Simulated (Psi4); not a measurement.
**AlH2F (SMILES [H][Al]([H])[F]) at 6 levels**

Aim: a comparison of 6 runs (HF/STO-3G, HF/3-21G, HF/pcseg-2, revPBE0/aug-cc-pVDZ-DK, MP2/6-31+G*, CEPA(1)/6-311+G**) of AlH2F. 

The results are computed with Psi4 1.11.

4 further runs of the same task are left out: 1 that didn't finish, 3 set aside as unsound or not needed.

### Step 1. The system as given

AlH2F has 4 atoms, charge 0, and is taken as a singlet. As SMILES, `[H][Al]([H])[F]`. The shape comes from GFN2-xTB, which is rough for such elements, and wasn't checked as a minimum.

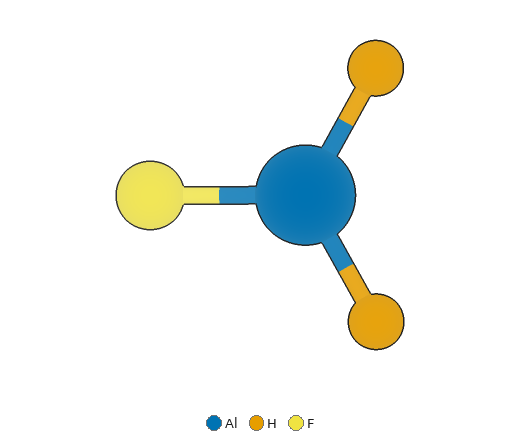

The structure, seen from a chosen angle (aluminium blue, hydrogen amber, fluorine yellow).

### Step 2. The energy at HF/STO-3G (run 1)

calc.py

```python
import psi4

psi4.set_memory(1600000000)
psi4.set_num_threads(1)
psi4.set_output_file('output.dat', False)

mol = psi4.geometry("""
Al     0.019600     0.032680     0.000940
H      1.546910    -0.017870     0.014080
H     -0.738990     1.358820    -0.019420
F     -0.827520    -1.373630     0.004400
symmetry c1
no_reorient
no_com
""")

psi4.set_options({
    'basis': 'STO-3G',
    'puream': True,
    'e_convergence': 1e-09,
    'd_convergence': 1e-08,
    'scf_type': 'pk',
})

e_tot = psi4.energy("scf")
print('E =', round(e_tot, 9))
```

Run with:

```
$ python calc.py
```

output.dat:

```text
[...]
  Running in c1 symmetry.
[...]
  Nuclear repulsion =   50.398213572615205
[...]
  Multiplicity = 1
[...]
  Nalpha       = 12
  Nbeta        = 12
[...]
    Number of basis functions: 16
[...]
   @RHF iter   1:  -338.17269883862548   -1.59548e+00   1.54820e-02 ADIIS/DIIS
[...]
   @RHF iter   9:  -338.23425225528410   -5.68434e-13   2.88352e-09 DIIS
[...]
    Orbital Energies [Eh]
    ---------------------
    Doubly Occupied:
       1A    -57.796195     2A    -25.755984     3A     -4.728726
       4A     -2.957221     5A     -2.956941     6A     -2.955627
       7A     -1.369620     8A     -0.510715     9A     -0.419575
      10A     -0.388453    11A     -0.383500    12A     -0.328273
[...]
  @RHF Final Energy:  -338.23425225528410
   => Energetics <=
    Nuclear Repulsion Energy =             50.3982135726152052
    One-Electron Energy =                -576.1632698433493260
    Two-Electron Energy =                 187.5308040154500020
    Total Energy =                       -338.2342522552841046
[...]
 Multipole Moments:
 ------------------------------------------------------------------------------------
     Multipole            Electronic (a.u.)      Nuclear  (a.u.)        Total (a.u.)
 ------------------------------------------------------------------------------------
 L = 1.  Multiply by 2.5417464519 to convert [e a0] to [Debye]
 Dipole X            :         12.2112104          -12.0658257            0.1453847
 Dipole Y            :         20.2668799          -20.0252010            0.2416789
 Dipole Z            :         -0.0852891            0.0878345            0.0025453
 Magnitude           :                                                    0.2820494
[...]
```

Standard output:

```text
E = -338.234252255
```

Wall time 1.2 s (1 thread of Intel Xeon 6975P-C (Granite Rapids), shared host); peak memory 0.18 GiB.

### Step 3. A single-point energy at HF/3-21G (run 2)

job.json

```json
{
 "schema_name": "qcschema_input",
 "schema_version": 1,
 "molecule": {
  "schema_name": "qcschema_molecule",
  "schema_version": 2,
  "symbols": ["Al", "H", "H", "F"],
  "geometry": [0.03703863, 0.06175625, 0.00177634, 2.92323624, -0.03376941, 0.02660734, -1.39648871, 2.56779765, -0.03669848, -1.56378616, -2.5957845, 0.00831479],
  "molecular_charge": 0,
  "molecular_multiplicity": 1,
  "fix_symmetry": "c1"
 },
 "driver": "energy",
 "model": {
  "method": "scf",
  "basis": "3-21G"
 },
 "keywords": {
  "reference": "rhf",
  "puream": true,
  "e_convergence": 1e-09,
  "d_convergence": 1e-08,
  "scf_type": "pk"
 }
}
```

Run with:

```
$ psi4 --qcschema job.json -n 1 --memory 1600MB
```

stdout:

```text
[...]
  Running in c1 symmetry.
[...]
  Nuclear repulsion =   50.398213586904838
[...]
  Multiplicity = 1
[...]
  Nalpha       = 12
  Nbeta        = 12
[...]
    Number of basis functions: 26
[...]
   @RHF iter   1:  -340.65965913314659   -8.84575e-01   1.30243e-02 ADIIS/DIIS
[...]
   @RHF iter   9:  -340.69867701298290   -3.58114e-12   9.60826e-09 DIIS
[...]
    Orbital Energies [Eh]
    ---------------------
    Doubly Occupied:
       1A    -58.080147     2A    -26.092782     3A     -4.892844
       4A     -3.196771     5A     -3.196075     6A     -3.195792
       7A     -1.507467     8A     -0.645017     9A     -0.593386
      10A     -0.583862    11A     -0.533080    12A     -0.437990
[...]
  @RHF Final Energy:  -340.69867701298290
   => Energetics <=
    Nuclear Repulsion Energy =             50.3982135869048378
    One-Electron Energy =                -576.2833538114172143
    Two-Electron Energy =                 185.1864632115295137
    Total Energy =                       -340.6986770129828983
[...]
 Multipole Moments:
 ------------------------------------------------------------------------------------
     Multipole            Electronic (a.u.)      Nuclear  (a.u.)        Total (a.u.)
 ------------------------------------------------------------------------------------
 L = 1.  Multiply by 2.5417464519 to convert [e a0] to [Debye]
 Dipole X            :         -1.2227696            1.5211152            0.2983457
 Dipole Y            :         -2.0289739            2.5246823            0.4957084
 Dipole Z            :          0.0122193           -0.0100376            0.0021817
 Magnitude           :                                                    0.5785687
[...]
```

The result, in JSON:

```text
{
 "driver": "energy",
 "model": {
  "method": "scf",
  "basis": "3-21G"
 },
 "success": true,
 "return_result": -340.6986770129829,
 "properties": {
  "calcinfo_nbasis": 26,
  "calcinfo_nmo": 26,
  "calcinfo_nalpha": 12,
  "calcinfo_nbeta": 12,
  "calcinfo_natom": 4,
  "nuclear_repulsion_energy": 50.39821358690484,
  "return_energy": -340.6986770129829,
  "scf_one_electron_energy": -576.2833538114172,
  "scf_two_electron_energy": 185.1864632115295,
  "scf_dipole_moment": [0.29834567788781197, 0.49570843110585816, 0.002181671533965892],
  "scf_total_energy": -340.6986770129829,
  "scf_iterations": 9
 }
}
```

Wall time 1.3 s (1 thread of Intel Xeon 6975P-C (Granite Rapids), shared host); peak memory 0.18 GiB.

Runs 3 to 5 aren't shown in full; the table further down has their settings and results.

### Step 4. A single-point energy at CEPA(1)/6-311+G(d,p) (sfX2C, density fitting) (run 6)

calc.dat

```
memory 1600 MB

molecule {
  0 1
  Al     0.03703863     0.06175625     0.00177634
  H      2.92323624    -0.03376941     0.02660734
  H     -1.39648871     2.56779765    -0.03669848
  F     -1.56378616    -2.59578450     0.00831479
  units au
  symmetry c1
  no_reorient
  no_com
}

set {
  basis 6-311+G**
  reference rhf
  freeze_core true
  print 2
  puream true
  basis_guess 3-21G
  relativistic x2c
}

e_tot = energy("cepa(1)")
```

Run with:

```
$ psi4 -n 1 calc.dat calc.out
```

calc.out:

```text
[...]
  Running in c1 symmetry.
[...]
  Nuclear repulsion =   50.398213586904838
[...]
  Multiplicity = 1
[...]
  Nalpha       = 12
  Nbeta        = 12
[...]
      Number of basis functions:        26
[...]
   @RHF iter   1:  -341.10560959423071   -8.86304e-01   1.31087e-02 DIIS/ADIIS
[...]
   @RHF iter  10:  -343.10076002447801   -1.02318e-12   3.09943e-09 DIIS
[...]
    Orbital Energies [Eh]
    ---------------------
    Doubly Occupied:
       1A    -58.596805     2A    -26.276459     3A     -4.927938
       4A     -3.224248     5A     -3.223804     6A     -3.221788
       7A     -1.546490     8A     -0.682950     9A     -0.628866
      10A     -0.623822    11A     -0.540109    12A     -0.447544
[...]
  @RHF Final Energy:  -343.10076002447801
   => Energetics <=
    Nuclear Repulsion Energy =             50.3982135869048378
    One-Electron Energy =                -579.1163011129056031
    Two-Electron Energy =                 185.6173275015227659
    Total Energy =                       -343.1007600244780065
[...]
 Multipole Moments:
 ------------------------------------------------------------------------------------
     Multipole            Electronic (a.u.)      Nuclear  (a.u.)        Total (a.u.)
 ------------------------------------------------------------------------------------
 L = 1.  Multiply by 2.5417464519 to convert [e a0] to [Debye]
 Dipole X            :         12.3890170          -12.0658257            0.3231913
 Dipole Y            :         20.5621607          -20.0252010            0.5369597
 Dipole Z            :         -0.0859600            0.0878344            0.0018743
 Magnitude           :                                                    0.6267231
[...]
      * SCS-MP2 total energy:                 -343.381840293170
[...]
      * MP2 total energy:                     -343.382363358490
[...]
```

Wall time 2.9 s (1 thread of Intel Xeon 6975P-C (Granite Rapids), shared host); peak memory 0.31 GiB.

### Step 5. Overview of the runs

| run | level | SCF convergence threshold | density convergence threshold | energy (Eh) | dipole moment (D) | HOMO energy (eV) | LUMO energy (eV) | wall time |
| --- | --- | --- | --- | --- | --- | --- | --- | --- |
| 1 | HF/STO-3G | 1e-09 | 1e-08 | -338.234252 | 0.72 | -8.93 | 9.27 | 1.2 s |
| 2 | HF/3-21G | 1e-09 | 1e-08 | -340.698677 | 1.47 | -11.92 | 1.41 | 1.3 s |
| 3 | HF/pcseg-2 | 1e-09 | 1e-08 | -342.628728 | 1.42 | -12.14 | 1.01 | 2.2 s |
| 4 | revPBE0/aug-cc-pVDZ-DK (DKH2) | – | – | -343.960773 | 1.30 | -8.80 | -1.38 | 3.6 s |
| 5 | MP2/6-31+G* (density fitting, density fitting for correlation, Cartesian functions, IEF-PCM dichloromethane) | – | – | -342.824089 | – | -11.96 | 1.24 | 1.6 s |
| 6 | CEPA(1)/6-311+G** (sfX2C, density fitting) | – | – | -343.396377 | – | -12.18 | 0.71 | 2.9 s |

### Step 6. What came out

| quantity | value |
| --- | --- |
| run 6: total energy | -343.39638 Eh |
| run 6: HOMO energy (Hartree–Fock orbitals) | -12.18 eV |
| run 6: LUMO energy (Hartree–Fock orbitals) | 0.71 eV |
| run 6: HOMO–LUMO gap (Hartree–Fock orbitals) | 12.89 eV |
| run 6: correlation energy (6 core orbitals frozen) | -295.6 mEh |

**Reading.** Over runs 1, 2, 3, 4 the dipole moment (its size) runs from 0.72 D (HF/STO-3G) to 1.47 D (HF/3-21G). Over runs 1, 2, 3, 4 the HOMO–LUMO gap runs from 7.42 eV (revPBE0/aug-cc-pVDZ-DK) to 18.20 eV (HF/STO-3G). The two ends differ in method and basis and Hamiltonian. Some runs of one species differ in core potentials or relativity; totals across that change don't compare. In run 1 the basis is minimal, so the values are rough. All runs together took 13 s, the longest 3.6 s.
